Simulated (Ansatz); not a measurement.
## SiO2, response to strain

The parent structure is SiO2 in the rutile structure (space group P4_2/mnm, No. 136; a = 4.1848 Å, c = 2.6684 Å).

Strains are applied to the cell and any free atomic positions relax.

All numbers come from r2SCAN, PAW, 500 eV (Ansatz, a quantum-chemistry and plane-wave program; scalar-relativistic without spin-orbit coupling), earlier PAW set.

Notes on the quantities. pressure: mean of the normal stresses, compression positive.

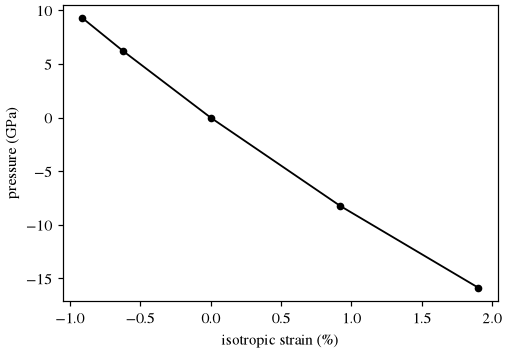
Fig. 1. Pressure against isotropic strain

### Question
From the plot, what is the pressure for isotropic strain −0.91 %?

### Answer
About 9 GPa.

### Question
Is the trend monotonic over the range shown?

### Answer
Yes, it falls throughout, spanning -15.85 GPa to 9.27 GPa.

No phonon test of stability was made.
